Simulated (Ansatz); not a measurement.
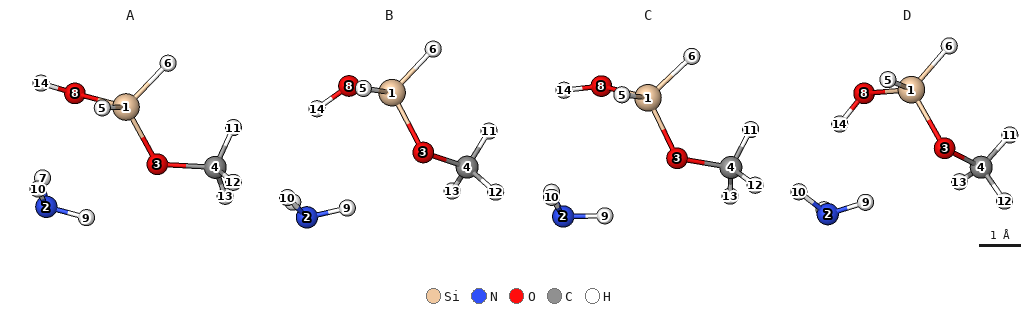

4 geometries from one relaxation of CH9NO2Si, in shuffled order. Style: ball-and-stick. Shown face on.

The run prepares an end point of a later path (reaction) calculation, from a guessed geometry.

These are results of RKS PBE0-D4/6-31G* (Ansatz 0.2.0), not measurements. Set-up: no spin polarisation; force threshold 0.03 eV/Å; at most 50 steps.

### Order the frames from highest to lowest energy.

A, C, B, D. They are steps 0, 7, 13, 25, at +25.2 kJ/mol, +10.1 kJ/mol, +3.10 kJ/mol relative to the last. The largest move after the best rigid fit is that of H14, 1.14 Å. By element the largest moves are H 1.14 Å, O 0.99 Å, Si 0.55 Å, C 0.27 Å, N 0.23 Å. Among the contacts that change: Si1–O8 1.722 → 1.654 Å, C4–H12 1.105 → 1.093 Å, O3–C4 1.425 → 1.416 Å, Si1–H5 1.493 → 1.485 Å. Among the angles between lasting bonds that change: O3–Si1–H5 113.6° → 103.4°, O3–Si1–H6 105.9° → 110.7°, H7–N2–H9 105.9° → 110.1°. Groups turn about Si1–O8 by about 75°, O3–C4 by about 75°, Si1–O3 by about 60°. The energy falls by 25.2 kJ/mol in 20 accepted moves (25 points after the start). The largest force component goes from 1.2 to 0.013 eV/Å. The line search rejected the trial steps at points 2, 6, 12, 21, 24 of the run. The run took 2.2 min on 2 threads of Arm Neoverse N1, on a shared host, peak memory 0.21 GiB.

Limits of the set-up: the start holds two separate molecules, 2.2 Å apart at their closest, whose relative position is a soft coordinate.
